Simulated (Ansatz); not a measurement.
## Electronic structure of N₂···FH₃Si (SMILES N#N.[SiH3]F) in real space

| atom | x (Å) | y (Å) | z (Å) |
| --- | --- | --- | --- |
| N | 0.5158 | 0.1477 | -2.3252 |
| N | 0.2481 | -0.3046 | -3.2793 |
| Si | -0.1307 | 0.0592 | 1.1416 |
| F | -0.9446 | -0.9893 | 0.2462 |
| H | 1.3169 | -0.2099 | 0.9804 |
| H | -0.5406 | -0.1304 | 2.5534 |
| H | -0.4651 | 1.4274 | 0.6830 |

Geometry: PBE0-D4/def2-TZVP.

Computed with RKS PBE0-D4/def2-TZVPPD in Ansatz 0.2.0.

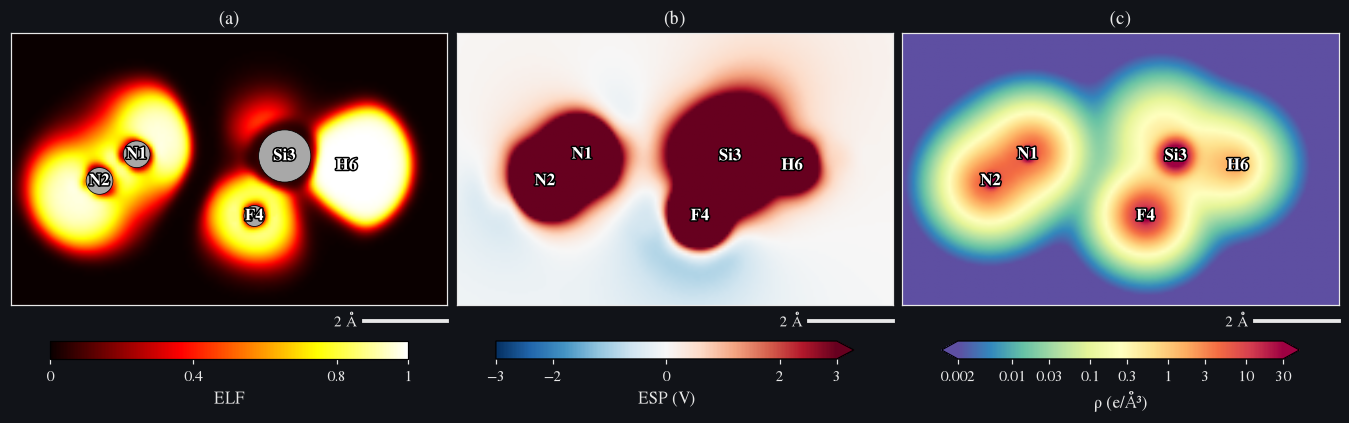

Figure 1. (a) electron localisation function; (b) molecular electrostatic potential; (c) total electron density on the plane of atoms F4, Si3 and H6. Grey discs cover the atomic cores in the ELF map.

### What does the map show?

The section cuts through N, Si, F and H sites.
Si3···N1 (3.53 Å): the density falls to about 0.02 e/Å³ on the way; the ELF dips to about 0 between them: a non-bonded, intermolecular contact.
N–N (1.09 Å): ρ is about 4.9 e/Å³ halfway; the ELF peaks at about 0.90 between the atoms: a multiple bond.
Si–F (1.60 Å): ρ is about 1.2 e/Å³ halfway; the ELF peaks at about 0.85 in the valence shell of F, 0.6 Å from its nucleus, and is about 0.55 at the midpoint.
Si–H (1.48 Å): ρ is about 0.84 e/Å³ halfway; the ELF climbs to about 1 towards the hydrogen, as it does in any bond to H.
The ELF also peaks beside F4 and N2, away from the bonds: lone-pair regions.
Outside the dense part of the complex the potential is most negative (−0.9 V) near F4.

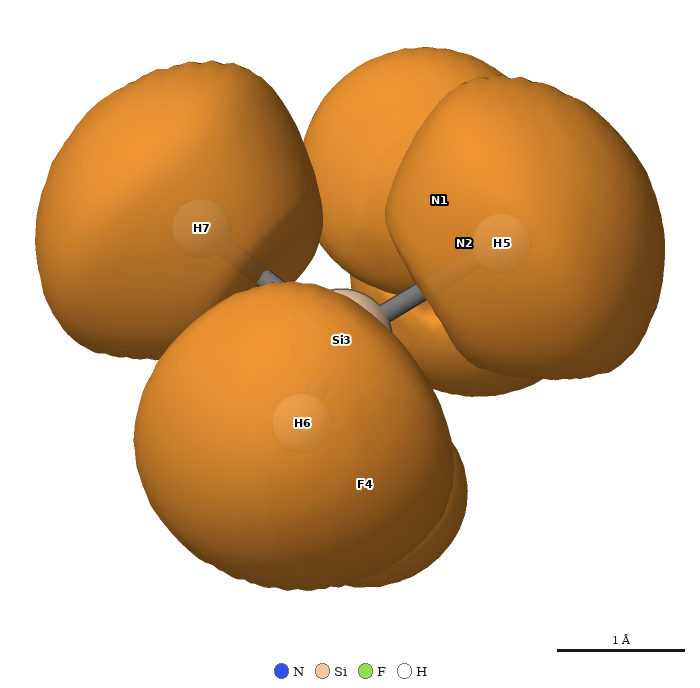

Figure 2. Isosurface of the electron localisation function at 0.75 (orange), seen at an oblique angle. Only the valence region is drawn (cores and ρ < 0.01 e/Å³ removed).

### Where are the electrons localised?

At this value the surface marks out one region between bonded N–N atoms (shared pairs), three regions around hydrogen nuclei and one region wrapped around F (its lone pairs, merged into a ring or cap).

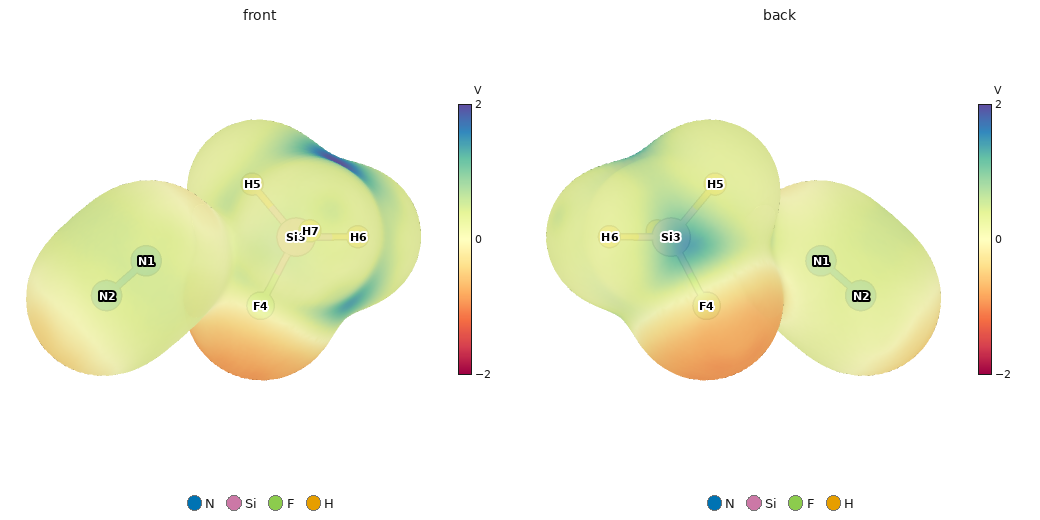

Figure 3. The molecular electrostatic potential painted on the density surface at 0.002 e/bohr³, seen from the front and from behind; the colour scale runs from red (negative) to blue (positive).

### Describe the electrostatic potential map.

The most negative region (about −0.9 V, or −21 kcal/mol for a unit charge) lies over F4, the most positive (about +1.9 V, or +44 kcal/mol for a unit charge) over Si3.

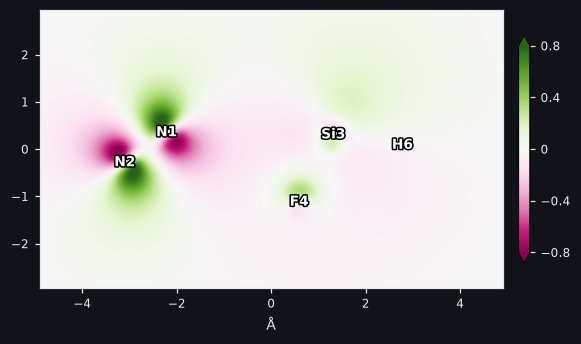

Figure 4. One frontier orbital on the plane of atoms F4, Si3 and H6 (values in Å⁻³ᐟ²; the overall sign is arbitrary).

### Which orbital is it: HOMO or LUMO?

The LUMO, at −0.57 eV. By Hirshfeld shares it lies mainly on N2 (about 35 %), N1 (about 35 %) and Si3 (about 20 %); π-antibonding (π*) across N2–N1.
